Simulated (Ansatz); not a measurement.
# Molecular dynamics of HfCl$_{3}$F (part 3 of 5)

The same run, continued: HfCl$_{3}$F; RKS LDA/def2-SVP (Ansatz 0.2.0). It belongs to a series of runs on one base structure; here: dynamics from the start.

Geometry of the input (Å):
```
Hf 0.0162  -0.0271  0.0112
Cl 0.0051  -0.0086  2.3284
Cl 2.1977  -0.0076  -0.7704
F  -0.8707  1.5091  -0.6160
Cl -1.0913  -1.9065  -0.7708
```

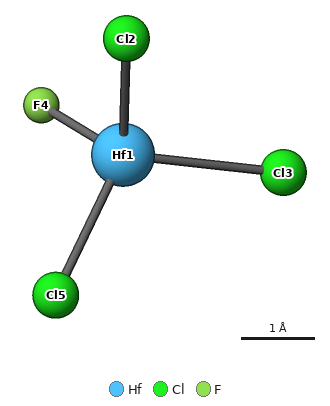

Fig. 1: The geometry at step 47 of the log (ball-and-stick view, seen at a tilt; atoms are numbered from 1 in the order of the input).

Trajectory as extended XYZ, continued
```
5
Properties=species:S:1:pos:R:3:forces:R:3 step=20 time_fs=20.0 energy=-41444.80366 temperature=59.1
Hf    0.0453   -0.0246    0.0097   -2.9173  -0.7131  -0.5116
Cl   -0.0064   -0.0083    2.2800    0.0692   0.0224   0.8515
Cl    2.1340    0.0203   -0.7284    2.0444   0.0474  -0.7056
F    -0.8867    1.5054   -0.5961    0.2141  -0.1409   0.0614
Cl   -1.1545   -1.9449   -0.7676    0.5897   0.7842   0.3043
5
Properties=species:S:1:pos:R:3:forces:R:3 step=22 time_fs=22.0 energy=-41444.81009 temperature=75.7
Hf    0.0453   -0.0249    0.0090   -2.7914  -0.8141  -0.4916
Cl   -0.0071   -0.0082    2.2793    0.0675   0.0236   0.8494
Cl    2.1378    0.0233   -0.7277    1.9738   0.0483  -0.6818
F    -0.8854    1.5022   -0.5929    0.1561  -0.0462   0.0220
Cl   -1.1580   -1.9449   -0.7658    0.5940   0.7883   0.3020
5
Properties=species:S:1:pos:R:3:forces:R:3 step=23 time_fs=23.0 energy=-41444.81621 temperature=91.4
Hf    0.0450   -0.0251    0.0086   -2.6955  -0.8625  -0.4784
Cl   -0.0075   -0.0082    2.2793    0.0661   0.0241   0.8403
Cl    2.1405    0.0248   -0.7277    1.9136   0.0479  -0.6615
F    -0.8846    1.5005   -0.5913    0.1236   0.0051   0.0008
Cl   -1.1594   -1.9445   -0.7647    0.5922   0.7853   0.2987
5
Properties=species:S:1:pos:R:3:forces:R:3 step=24 time_fs=24.0 energy=-41444.82401 temperature=111.5
Hf    0.0447   -0.0254    0.0082   -2.5796  -0.9084  -0.4629
Cl   -0.0079   -0.0081    2.2795    0.0645   0.0244   0.8260
Cl    2.1437    0.0263   -0.7278    1.8380   0.0470  -0.6360
F    -0.8838    1.4989   -0.5896    0.0893   0.0580  -0.0211
Cl   -1.1607   -1.9440   -0.7636    0.5878   0.7790   0.2941
5
Properties=species:S:1:pos:R:3:forces:R:3 step=26 time_fs=26.0 energy=-41444.84354 temperature=161.8
Hf    0.0435   -0.0260    0.0073   -2.2953  -0.9890  -0.4257
Cl   -0.0085   -0.0079    2.2806    0.0602   0.0244   0.7818
Cl    2.1516    0.0294   -0.7285    1.6456   0.0431  -0.5715
F    -0.8821    1.4957   -0.5864    0.0180   0.1651  -0.0655
Cl   -1.1629   -1.9422   -0.7611    0.5716   0.7564   0.2809
5
Properties=species:S:1:pos:R:3:forces:R:3 step=27 time_fs=27.0 energy=-41444.85469 temperature=190.5
Hf    0.0427   -0.0265    0.0068   -2.1311  -1.0218  -0.4040
Cl   -0.0088   -0.0078    2.2814    0.0577   0.0242   0.7525
Cl    2.1562    0.0310   -0.7291    1.5316   0.0402  -0.5335
F    -0.8812    1.4942   -0.5849   -0.0179   0.2174  -0.0872
Cl   -1.1637   -1.9410   -0.7597    0.5597   0.7400   0.2722
5
Properties=species:S:1:pos:R:3:forces:R:3 step=28 time_fs=28.0 energy=-41444.86637 temperature=220.5
Hf    0.0418   -0.0269    0.0062   -1.9553  -1.0481  -0.3804
Cl   -0.0091   -0.0077    2.2825    0.0550   0.0237   0.7186
Cl    2.1612    0.0325   -0.7298    1.4079   0.0367  -0.4924
F    -0.8803    1.4929   -0.5834   -0.0530   0.2675  -0.1081
Cl   -1.1644   -1.9396   -0.7583    0.5453   0.7202   0.2622
5
Properties=species:S:1:pos:R:3:forces:R:3 step=29 time_fs=29.0 energy=-41444.87826 temperature=251.1
Hf    0.0407   -0.0274    0.0057   -1.7703  -1.0669  -0.3548
Cl   -0.0094   -0.0076    2.2838    0.0521   0.0230   0.6805
Cl    2.1667    0.0341   -0.7307    1.2762   0.0325  -0.4488
F    -0.8794    1.4916   -0.5819   -0.0866   0.3145  -0.1278
Cl   -1.1650   -1.9381   -0.7568    0.5285   0.6970   0.2509
5
Properties=species:S:1:pos:R:3:forces:R:3 step=31 time_fs=31.0 energy=-41444.90154 temperature=311.1
Hf    0.0384   -0.0287    0.0046   -1.3819  -1.0781  -0.2986
Cl   -0.0099   -0.0074    2.2868    0.0460   0.0209   0.5928
Cl    2.1785    0.0373   -0.7328    0.9951   0.0222  -0.3564
F    -0.8778    1.4897   -0.5792   -0.1470   0.3949  -0.1621
Cl   -1.1656   -1.9343   -0.7535    0.4878   0.6402   0.2243
5
Properties=species:S:1:pos:R:3:forces:R:3 step=32 time_fs=32.0 energy=-41444.91242 temperature=339.1
Hf    0.0372   -0.0293    0.0040   -1.1832  -1.0686  -0.2682
Cl   -0.0101   -0.0072    2.2886    0.0428   0.0194   0.5439
Cl    2.1849    0.0389   -0.7340    0.8490   0.0161  -0.3087
F    -0.8771    1.4890   -0.5779   -0.1725   0.4264  -0.1761
Cl   -1.1657   -1.9322   -0.7518    0.4640   0.6066   0.2090
5
Properties=species:S:1:pos:R:3:forces:R:3 step=33 time_fs=33.0 energy=-41444.92248 temperature=365.0
Hf    0.0358   -0.0301    0.0034   -0.9843  -1.0479  -0.2366
Cl   -0.0103   -0.0071    2.2906    0.0395   0.0176   0.4923
Cl    2.1915    0.0405   -0.7353    0.7011   0.0095  -0.2607
F    -0.8765    1.4885   -0.5768   -0.1942   0.4511  -0.1875
Cl   -1.1657   -1.9299   -0.7500    0.4379   0.5696   0.1925
5
Properties=species:S:1:pos:R:3:forces:R:3 step=34 time_fs=34.0 energy=-41444.93153 temperature=388.4
Hf    0.0345   -0.0309    0.0028   -0.7870  -1.0154  -0.2039
Cl   -0.0105   -0.0070    2.2926    0.0361   0.0156   0.4381
Cl    2.1983    0.0421   -0.7367    0.5529   0.0023  -0.2128
F    -0.8760    1.4883   -0.5757   -0.2116   0.4683  -0.1961
Cl   -1.1656   -1.9275   -0.7482    0.4096   0.5291   0.1747
5
Properties=species:S:1:pos:R:3:forces:R:3 step=36 time_fs=36.0 energy=-41444.94597 temperature=425.5
Hf    0.0316   -0.0327    0.0015   -0.4039  -0.9135  -0.1360
Cl   -0.0109   -0.0067    2.2971    0.0295   0.0106   0.3242
Cl    2.2122    0.0454   -0.7395    0.2604  -0.0134  -0.1191
F    -0.8753    1.4885   -0.5739   -0.2325   0.4782  -0.2045
Cl   -1.1650   -1.9222   -0.7444    0.3465   0.4380   0.1353
5
Properties=species:S:1:pos:R:3:forces:R:3 step=37 time_fs=37.0 energy=-41444.95111 temperature=438.8
Hf    0.0301   -0.0337    0.0009   -0.2207  -0.8438  -0.1012
Cl   -0.0111   -0.0065    2.2995    0.0262   0.0078   0.2652
Cl    2.2194    0.0470   -0.7410    0.1181  -0.0218  -0.0739
F    -0.8752    1.4890   -0.5732   -0.2356   0.4704  -0.2040
Cl   -1.1646   -1.9193   -0.7425    0.3120   0.3875   0.1139
5
Properties=species:S:1:pos:R:3:forces:R:3 step=38 time_fs=38.0 energy=-41444.95474 temperature=448.2
Hf    0.0286   -0.0347    0.0002   -0.0445  -0.7619  -0.0661
Cl   -0.0112   -0.0064    2.3019    0.0229   0.0046   0.2054
Cl    2.2265    0.0486   -0.7426   -0.0203  -0.0305  -0.0302
F    -0.8751    1.4897   -0.5726   -0.2337   0.4540  -0.2004
Cl   -1.1641   -1.9164   -0.7405    0.2755   0.3338   0.0913
5
Properties=species:S:1:pos:R:3:forces:R:3 step=40 time_fs=40.0 energy=-41444.95726 temperature=454.7
Hf    0.0256   -0.0368   -0.0011    0.2848  -0.5633   0.0048
Cl   -0.0116   -0.0061    2.3070    0.0166  -0.0025   0.0849
Cl    2.2407    0.0518   -0.7456   -0.2828  -0.0487   0.0519
F    -0.8754    1.4919   -0.5716   -0.2158   0.3968  -0.1847
Cl   -1.1628   -1.9102   -0.7365    0.1972   0.2176   0.0431
5
Properties=species:S:1:pos:R:3:forces:R:3 step=41 time_fs=41.0 energy=-41444.95611 temperature=451.7
Hf    0.0241   -0.0379   -0.0017    0.4370  -0.4482   0.0402
Cl   -0.0117   -0.0059    2.3096    0.0136  -0.0063   0.0250
Cl    2.2478    0.0533   -0.7471   -0.4060  -0.0580   0.0900
F    -0.8757    1.4932   -0.5712   -0.2003   0.3570  -0.1728
Cl   -1.1621   -1.9070   -0.7345    0.1557   0.1554   0.0176
5
Properties=species:S:1:pos:R:3:forces:R:3 step=42 time_fs=42.0 energy=-41444.95334 temperature=444.6
Hf    0.0227   -0.0391   -0.0024    0.5808  -0.3239   0.0757
Cl   -0.0119   -0.0058    2.3121    0.0106  -0.0103  -0.0343
Cl    2.2547    0.0549   -0.7486   -0.5232  -0.0674   0.1261
F    -0.8761    1.4948   -0.5710   -0.1811   0.3107  -0.1588
Cl   -1.1614   -1.9038   -0.7324    0.1128   0.0909  -0.0087
5
Properties=species:S:1:pos:R:3:forces:R:3 step=43 time_fs=43.0 energy=-41444.94902 temperature=433.4
Hf    0.0213   -0.0402   -0.0030    0.7163  -0.1918   0.1110
Cl   -0.0120   -0.0056    2.3147    0.0078  -0.0145  -0.0926
Cl    2.2614    0.0564   -0.7500   -0.6343  -0.0768   0.1600
F    -0.8766    1.4965   -0.5708   -0.1585   0.2587  -0.1427
Cl   -1.1606   -1.9006   -0.7304    0.0688   0.0243  -0.0357
5
Properties=species:S:1:pos:R:3:forces:R:3 step=45 time_fs=45.0 energy=-41444.93595 temperature=399.8
Hf    0.0186   -0.0426   -0.0043    0.9627   0.0902   0.1811
Cl   -0.0123   -0.0054    2.3197    0.0025  -0.0230  -0.2051
Cl    2.2744    0.0594   -0.7528   -0.8374  -0.0954   0.2214
F    -0.8778    1.5003   -0.5706   -0.1058   0.1419  -0.1063
Cl   -1.1590   -1.8941   -0.7264   -0.0220  -0.1136  -0.0911
5
Properties=species:S:1:pos:R:3:forces:R:3 step=46 time_fs=46.0 energy=-41444.92743 temperature=377.8
Hf    0.0173   -0.0437   -0.0049    1.0742   0.2369   0.2158
Cl   -0.0125   -0.0052    2.3222    0.0000  -0.0274  -0.2587
Cl    2.2806    0.0609   -0.7541   -0.9293  -0.1045   0.2488
F    -0.8785    1.5023   -0.5706   -0.0769   0.0792  -0.0867
Cl   -1.1582   -1.8909   -0.7244   -0.0681  -0.1841  -0.1192
5
Properties=species:S:1:pos:R:3:forces:R:3 step=47 time_fs=47.0 energy=-41444.91776 temperature=352.9
Hf    0.0161   -0.0449   -0.0055    1.1784   0.3851   0.2503
Cl   -0.0126   -0.0051    2.3246   -0.0024  -0.0318  -0.3103
Cl    2.2865    0.0623   -0.7553   -1.0146  -0.1135   0.2741
F    -0.8792    1.5044   -0.5707   -0.0470   0.0151  -0.0667
Cl   -1.1574   -1.8877   -0.7224   -0.1143  -0.2550  -0.1474
5
Properties=species:S:1:pos:R:3:forces:R:3 step=49 time_fs=49.0 energy=-41444.89575 temperature=296.2
Hf    0.0138   -0.0471   -0.0067    1.3656   0.6790   0.3178
Cl   -0.0129   -0.0049    2.3290   -0.0067  -0.0403  -0.4063
Cl    2.2975    0.0651   -0.7575   -1.1662  -0.1305   0.3183
F    -0.8808    1.5085   -0.5709    0.0130  -0.1127  -0.0269
Cl   -1.1559   -1.8816   -0.7187   -0.2058  -0.3956  -0.2030
5
Properties=species:S:1:pos:R:3:forces:R:3 step=50 time_fs=50.0 energy=-41444.88382 temperature=265.5
Hf    0.0128   -0.0482   -0.0073    1.4492   0.8213   0.3508
Cl   -0.0131   -0.0048    2.3311   -0.0086  -0.0443  -0.4503
Cl    2.3025    0.0665   -0.7585   -1.2325  -0.1385   0.3373
F    -0.8815    1.5105   -0.5710    0.0421  -0.1744  -0.0078
Cl   -1.1553   -1.8788   -0.7168   -0.2503  -0.4641  -0.2300
5
Properties=species:S:1:pos:R:3:forces:R:3 step=51 time_fs=51.0 energy=-41444.87159 temperature=234.0
Hf    0.0119   -0.0492   -0.0078    1.5264   0.9582   0.3830
Cl   -0.0132   -0.0047    2.3331   -0.0104  -0.0482  -0.4916
Cl    2.3072    0.0678   -0.7594   -1.2926  -0.1461   0.3544
F    -0.8823    1.5124   -0.5711    0.0699  -0.2332   0.0103
Cl   -1.1547   -1.8760   -0.7151   -0.2934  -0.5307  -0.2562
5
Properties=species:S:1:pos:R:3:forces:R:3 step=52 time_fs=52.0 energy=-41444.85931 temperature=202.4
Hf    0.0110   -0.0502   -0.0083    1.5974   1.0881   0.4143
Cl   -0.0134   -0.0046    2.3349   -0.0120  -0.0519  -0.5298
Cl    2.3115    0.0690   -0.7602   -1.3467  -0.1532   0.3696
F    -0.8830    1.5141   -0.5713    0.0960  -0.2885   0.0272
Cl   -1.1542   -1.8734   -0.7134   -0.3347  -0.5945  -0.2812
5
Properties=species:S:1:pos:R:3:forces:R:3 step=54 time_fs=54.0 energy=-41444.83564 temperature=141.4
Hf    0.0095   -0.0520   -0.0093    1.7210   1.3210   0.4734
Cl   -0.0137   -0.0045    2.3381   -0.0147  -0.0585  -0.5970
Cl    2.3191    0.0714   -0.7615   -1.4372  -0.1661   0.3944
F    -0.8842    1.5172   -0.5715    0.1413  -0.3849   0.0563
Cl   -1.1534   -1.8686   -0.7103   -0.4104  -0.7115  -0.3271
5
Properties=species:S:1:pos:R:3:forces:R:3 step=55 time_fs=55.0 energy=-41444.82475 temperature=113.4
Hf    0.0090   -0.0527   -0.0098    1.7737   1.4212   0.5008
Cl   -0.0138   -0.0045    2.3395   -0.0158  -0.0613  -0.6258
Cl    2.3223    0.0726   -0.7620   -1.4739  -0.1717   0.4042
F    -0.8847    1.5185   -0.5715    0.1599  -0.4249   0.0681
Cl   -1.1532   -1.8666   -0.7089   -0.4439  -0.7633  -0.3474
5
Properties=species:S:1:pos:R:3:forces:R:3 step=56 time_fs=56.0 energy=-41444.81483 temperature=87.8
Hf    0.0085   -0.0534   -0.0102    1.8202   1.5090   0.5265
Cl   -0.0140   -0.0045    2.3407   -0.0167  -0.0638  -0.6511
Cl    2.3251    0.0736   -0.7623   -1.5051  -0.1768   0.4123
F    -0.8852    1.5195   -0.5715    0.1755  -0.4586   0.0779
Cl   -1.1532   -1.8647   -0.7076   -0.4740  -0.8098  -0.3656
5
Properties=species:S:1:pos:R:3:forces:R:3 step=57 time_fs=57.0 energy=-41444.80609 temperature=65.3
Hf    0.0081   -0.0541   -0.0106    1.8606   1.5834   0.5504
Cl   -0.0142   -0.0045    2.3417   -0.0174  -0.0658  -0.6731
Cl    2.3275    0.0747   -0.7626   -1.5308  -0.1813   0.4187
F    -0.8855    1.5203   -0.5715    0.1878  -0.4857   0.0856
Cl   -1.1532   -1.8630   -0.7063   -0.5003  -0.8505  -0.3816
5
Properties=species:S:1:pos:R:3:forces:R:3 step=59 time_fs=59.0 energy=-41444.79290 temperature=31.3
Hf    0.0076   -0.0550   -0.0113    1.9222   1.6885   0.5916
Cl   -0.0145   -0.0046    2.3432   -0.0182  -0.0688  -0.7065
Cl    2.3310    0.0766   -0.7628   -1.5661  -0.1884   0.4269
F    -0.8859    1.5212   -0.5714    0.2024  -0.5189   0.0942
Cl   -1.1537   -1.8604   -0.7042   -0.5402  -0.9125  -0.4062
5
Properties=species:S:1:pos:R:3:forces:R:3 step=60 time_fs=60.0 energy=-41444.78874 temperature=20.6
Hf    0.0075   -0.0554   -0.0116    1.9433   1.7181   0.6087
Cl   -0.0147   -0.0047    2.3436   -0.0183  -0.0697  -0.7180
Cl    2.3321    0.0775   -0.7627   -1.5759  -0.1909   0.4286
F    -0.8860    1.5213   -0.5712    0.2044  -0.5245   0.0951
Cl   -1.1542   -1.8595   -0.7033   -0.5534  -0.9329  -0.4144
5
Properties=species:S:1:pos:R:3:forces:R:3 step=61 time_fs=61.0 energy=-41444.78634 temperature=14.4
Hf    0.0075   -0.0557   -0.0119    1.9577   1.7317   0.6232
Cl   -0.0149   -0.0047    2.3439   -0.0182  -0.0701  -0.7258
Cl    2.3328    0.0783   -0.7625   -1.5806  -0.1928   0.4289
F    -0.8859    1.5210   -0.5710    0.2028  -0.5228   0.0936
Cl   -1.1548   -1.8588   -0.7025   -0.5617  -0.9460  -0.4199
5
Properties=species:S:1:pos:R:3:forces:R:3 step=63 time_fs=63.0 energy=-41444.78693 temperature=16.0
Hf    0.0079   -0.0559   -0.0123    1.9661   1.7108   0.6443
Cl   -0.0153   -0.0050    2.3438   -0.0174  -0.0696  -0.7308
Cl    2.3329    0.0798   -0.7617   -1.5742  -0.1947   0.4248
F    -0.8855    1.5198   -0.5705    0.1890  -0.4972   0.0838
Cl   -1.1565   -1.8582   -0.7012   -0.5634  -0.9493  -0.4222
5
Properties=species:S:1:pos:R:3:forces:R:3 step=64 time_fs=64.0 energy=-41444.78989 temperature=23.6
Hf    0.0082   -0.0559   -0.0125    1.9598   1.6766   0.6508
Cl   -0.0155   -0.0051    2.3435   -0.0167  -0.0687  -0.7280
Cl    2.3323    0.0805   -0.7612   -1.5633  -0.1946   0.4206
F    -0.8852    1.5188   -0.5701    0.1769  -0.4737   0.0756
Cl   -1.1576   -1.8583   -0.7008   -0.5567  -0.9396  -0.4190
5
Properties=species:S:1:pos:R:3:forces:R:3 step=65 time_fs=65.0 energy=-41444.79453 temperature=35.5
Hf    0.0087   -0.0558   -0.0126    1.9464   1.6270   0.6545
Cl   -0.0157   -0.0053    2.3430   -0.0157  -0.0674  -0.7216
Cl    2.3313    0.0811   -0.7605   -1.5472  -0.1938   0.4148
F    -0.8847    1.5176   -0.5698    0.1616  -0.4433   0.0653
Cl   -1.1588   -1.8587   -0.7004   -0.5451  -0.9224  -0.4130
5
Properties=species:S:1:pos:R:3:forces:R:3 step=66 time_fs=66.0 energy=-41444.80073 temperature=51.5
Hf    0.0092   -0.0556   -0.0127    1.9258   1.5627   0.6554
Cl   -0.0160   -0.0055    2.3422   -0.0146  -0.0657  -0.7116
Cl    2.3299    0.0817   -0.7597   -1.5257  -0.1924   0.4075
F    -0.8842    1.5161   -0.5694    0.1432  -0.4065   0.0530
Cl   -1.1602   -1.8593   -0.7002   -0.5287  -0.8981  -0.4043
5
Properties=species:S:1:pos:R:3:forces:R:3 step=68 time_fs=68.0 energy=-41444.81716 temperature=93.8
Hf    0.0106   -0.0549   -0.0128    1.8626   1.3932   0.6490
Cl   -0.0164   -0.0059    2.3402   -0.0117  -0.0611  -0.6810
Cl    2.3257    0.0827   -0.7579   -1.4667  -0.1876   0.3883
F    -0.8830    1.5126   -0.5685    0.0982  -0.3154   0.0230
Cl   -1.1634   -1.8612   -0.7001   -0.4823  -0.8292  -0.3793
5
Properties=species:S:1:pos:R:3:forces:R:3 step=69 time_fs=69.0 energy=-41444.82700 temperature=119.1
Hf    0.0115   -0.0545   -0.0128    1.8197   1.2903   0.6419
Cl   -0.0166   -0.0061    2.3389   -0.0100  -0.0582  -0.6606
Cl    2.3231    0.0831   -0.7568   -1.4290  -0.1842   0.3763
F    -0.8823    1.5106   -0.5680    0.0721  -0.2623   0.0057
Cl   -1.1652   -1.8625   -0.7002   -0.4529  -0.7856  -0.3634
5
Properties=species:S:1:pos:R:3:forces:R:3 step=70 time_fs=70.0 energy=-41444.83762 temperature=146.5
Hf    0.0124   -0.0540   -0.0127    1.7691   1.1769   0.6321
Cl   -0.0169   -0.0063    2.3374   -0.0080  -0.0551  -0.6367
Cl    2.3200    0.0834   -0.7556   -1.3856  -0.1802   0.3627
F    -0.8815    1.5084   -0.5675    0.0441  -0.2050  -0.0128
Cl   -1.1671   -1.8640   -0.7004   -0.4197  -0.7365  -0.3454
5
Properties=species:S:1:pos:R:3:forces:R:3 step=72 time_fs=72.0 energy=-41444.86028 temperature=204.8
Hf    0.0146   -0.0528   -0.0125    1.6441   0.9250   0.6051
Cl   -0.0173   -0.0069    2.3339   -0.0036  -0.0480  -0.5789
Cl    2.3128    0.0840   -0.7528   -1.2814  -0.1705   0.3303
F    -0.8800    1.5038   -0.5666   -0.0156  -0.0818  -0.0524
Cl   -1.1713   -1.8676   -0.7010   -0.3435  -0.6247  -0.3041
5
Properties=species:S:1:pos:R:3:forces:R:3 step=73 time_fs=73.0 energy=-41444.87183 temperature=234.6
Hf    0.0159   -0.0521   -0.0124    1.5692   0.7898   0.5879
Cl   -0.0176   -0.0072    2.3320   -0.0012  -0.0441  -0.5452
Cl    2.3087    0.0842   -0.7514   -1.2203  -0.1648   0.3115
F    -0.8792    1.5015   -0.5662   -0.0463  -0.0177  -0.0728
Cl   -1.1735   -1.8697   -0.7015   -0.3013  -0.5632  -0.2814
5
Properties=species:S:1:pos:R:3:forces:R:3 step=74 time_fs=74.0 energy=-41444.88321 temperature=263.9
Hf    0.0172   -0.0514   -0.0122    1.4857   0.6508   0.5683
Cl   -0.0178   -0.0075    2.3298    0.0014  -0.0401  -0.5084
Cl    2.3042    0.0844   -0.7498   -1.1531  -0.1586   0.2908
F    -0.8785    1.4991   -0.5658   -0.0770   0.0467  -0.0932
Cl   -1.1759   -1.8719   -0.7020   -0.2570  -0.4989  -0.2575
```
